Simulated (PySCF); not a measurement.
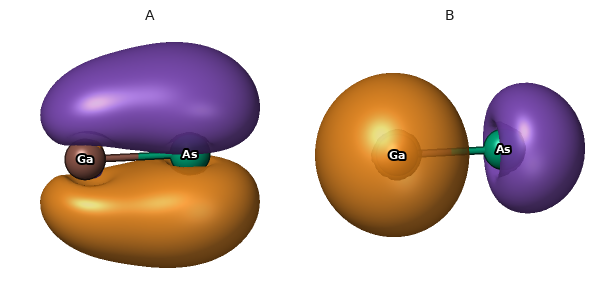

Figure 1: GaAs (charge −1, doublet). Two frontier β-spin orbitals, each drawn at the value that holds 80 % of its norm (orange and purple are the two phases), in no order; of a degenerate pair one member is drawn.

The calculation used PySCF 2.14.0, PBE0/def2-TZVPPD, non-relativistic Hamiltonian with scalar-relativistic core potentials where named, at a bond length of 2.227 Å.

**Label each orbital by symmetry, say whether it is occupied, and order them by energy.**

Orbital B: σ, occupied in this spin, −3.72 eV; shared between the atoms (Ga 65 %, As 35 %).
Orbital A: π, occupied in this spin, −0.21 eV; mainly on As (70 %).
